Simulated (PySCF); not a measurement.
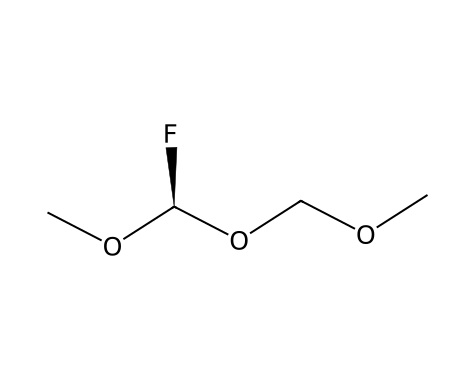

A structural formula.

Write the SMILES.

COCO[C@H](F)OC

Give the formula, hydrogens included.

C4H9FO3.

An optimisation with GFN2-xTB gave a structure of which point group?

C1.

More results for the same structure follow; atom numbers are the same in all pictures, views and colours differ. The geometry was computed by an optimisation with GFN2-xTB. No frequency run is at hand to confirm it as a minimum.

## NMR shielding

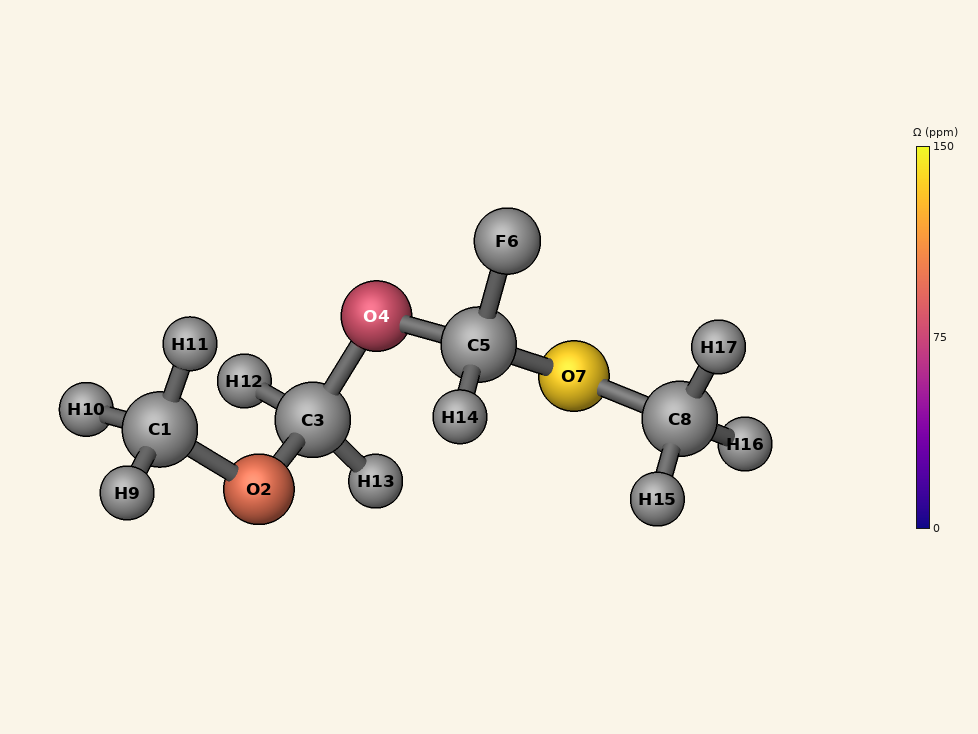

The O atoms are coloured by the span of their shielding tensor. No frequency run is at hand to confirm it as a minimum. Method: GIAO PBE0/pcSseg-1 NMR shielding, non-relativistic, gas phase (PySCF 2.14.0). Principal shieldings σ11 ≤ σ22 ≤ σ33, span Ω = σ33 − σ11, skew κ = 3(σiso − σ22)/Ω.

Which O atom has the most anisotropic shielding?

O7, with a span of 136 ppm.

Give the shielding tensors of the O atoms.

| atom | σ11 | σ22 | σ33 | σiso | Ω | κ |
| --- | --- | --- | --- | --- | --- | --- |
| O2 | 229.1 | 305.2 | 327.5 | 287.2 | 98.4 | −0.55 |
| O4 | 172.4 | 190.2 | 254.3 | 205.6 | 81.8 | 0.57 |
| O7 | 185.3 | 250.0 | 321.2 | 252.2 | 135.9 | 0.05 |

Shieldings and span in ppm.

## Excitation

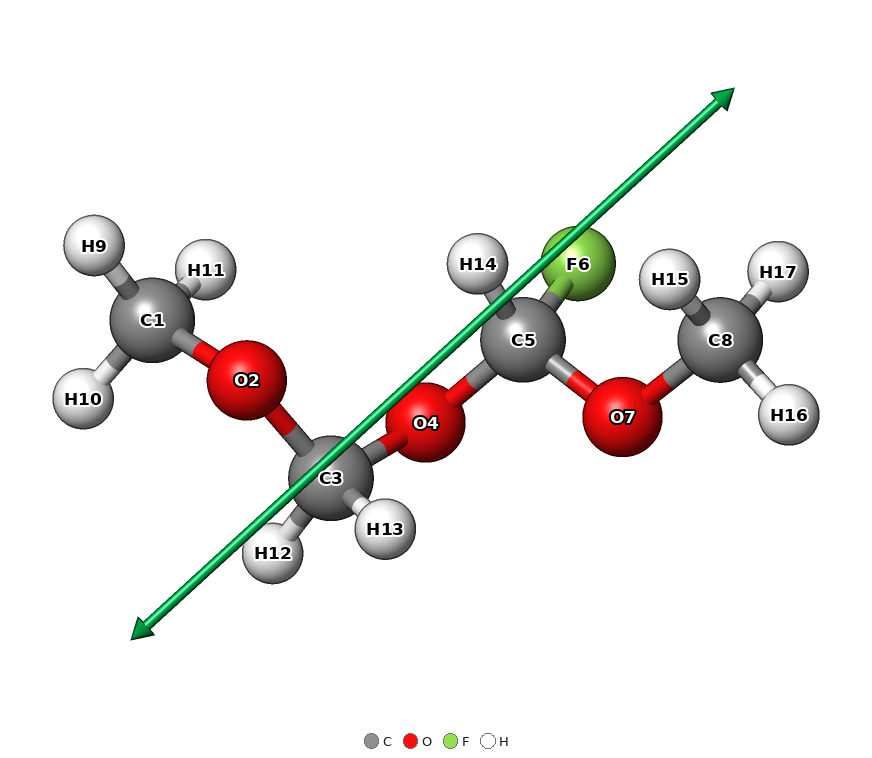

The double arrow shows the direction of the transition dipole to excited singlet state 3 (its length means nothing). No frequency run is at hand to confirm it as a minimum. Properties computed with TDDFT PBE0/def2-SVPD, vertical, gas phase, core orbitals frozen in the response (PySCF 2.14.0).

Give its energy, strength and character.

8.38 eV (148 nm), oscillator strength 0.047, mainly HOMO → LUMO+1 (weight 0.62); transition dipole 1.22 D.

## Charges

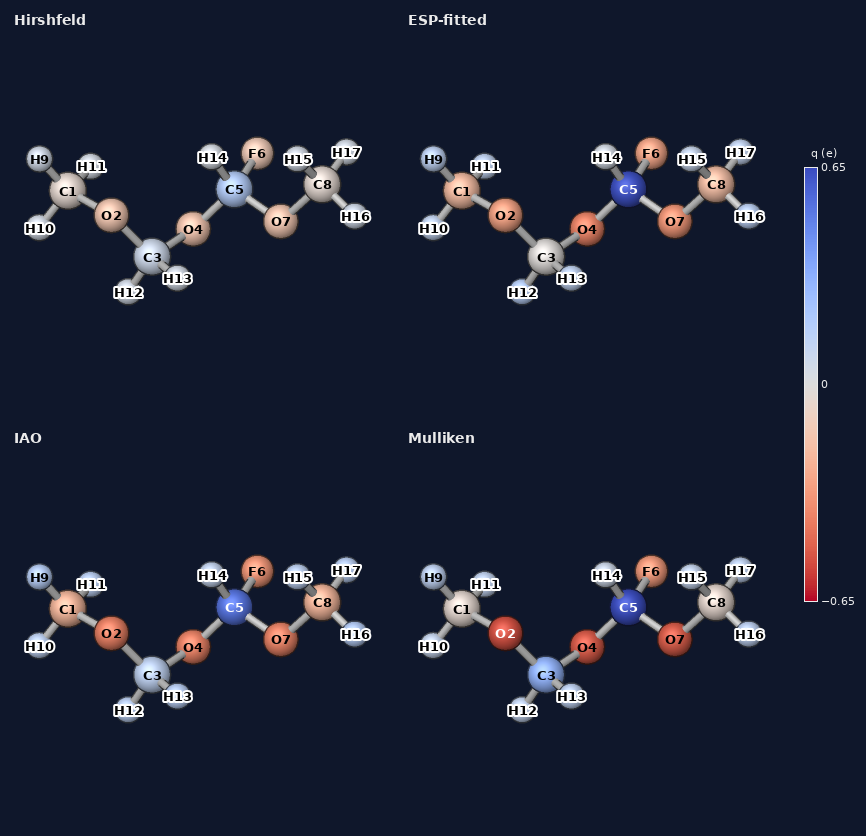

Atomic charges of one calculation by 4 schemes, on one colour scale. No frequency run is at hand to confirm it as a minimum. Level of theory: PBE0/pcSseg-1 (PySCF 2.14.0).

On which atom do the schemes disagree most?

On C5 (from 0.18 to 0.64 e).

List the charges (e), one line for each set of equivalent atoms.

```tsv
atom	Hirshfeld	ESP-fitted	IAO	Mulliken
C1	−0.04	−0.19	−0.21	−0.04
O2	−0.14	−0.29	−0.39	−0.52
C3	0.07	−0.01	0.12	0.29
O4	−0.15	−0.38	−0.39	−0.50
C5	0.18	0.63	0.53	0.64
F6	−0.13	−0.27	−0.33	−0.32
O7	−0.14	−0.33	−0.38	−0.49
C8	−0.04	−0.18	−0.21	−0.05
H9	0.05	0.13	0.16	0.12
H10	0.04	0.11	0.13	0.10
H11	0.04	0.12	0.14	0.12
H12	0.05	0.16	0.14	0.11
H13	0.04	0.12	0.15	0.13
H14	0.03	0.04	0.10	0.07
H15	0.04	0.09	0.13	0.10
H16	0.06	0.14	0.17	0.13
H17	0.04	0.11	0.14	0.12
```

## Quadrupole coupling

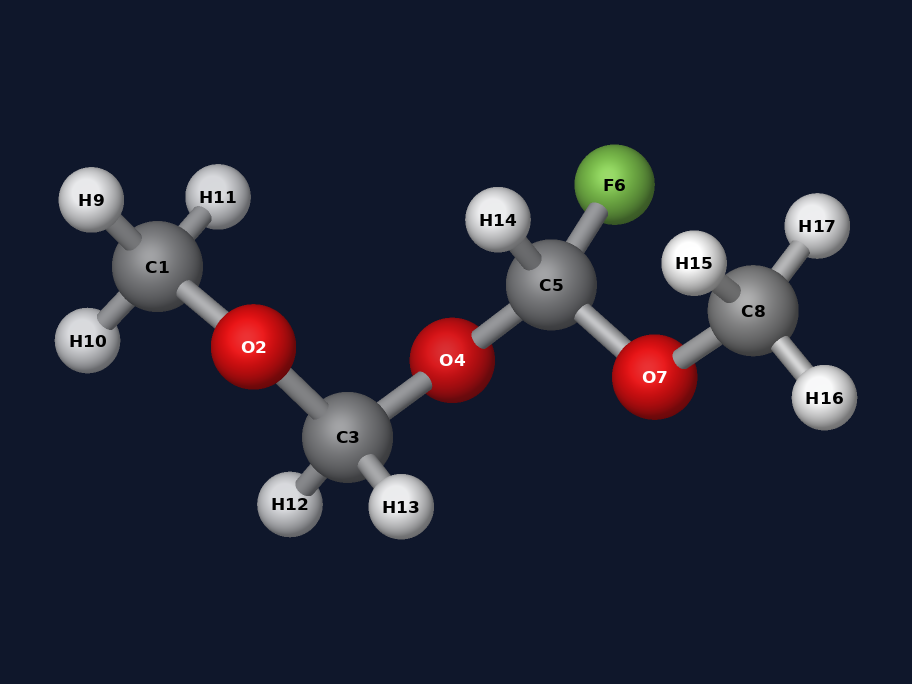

No frequency run is at hand to confirm it as a minimum. Electric field gradients from the ground-state density, PBE0/pcSseg-1 (PySCF 2.14.0), non-relativistic apart from any core potentials.

Give the largest field-gradient component, the quadrupole coupling constant and the asymmetry for 17O at O2 (Q = −25.6 mb), 17O at O4 (Q = −25.6 mb), 17O at O7 (Q = −25.6 mb).

```tsv
atom	V_zz (a.u.)	e²qQ/h (MHz)	η
O2	1.947	−11.71	0.88
O4	1.868	−11.24	0.91
O7	1.926	−11.59	0.90
```

Mulliken values depend strongly on the basis set and can even reverse the polarity of a bond.
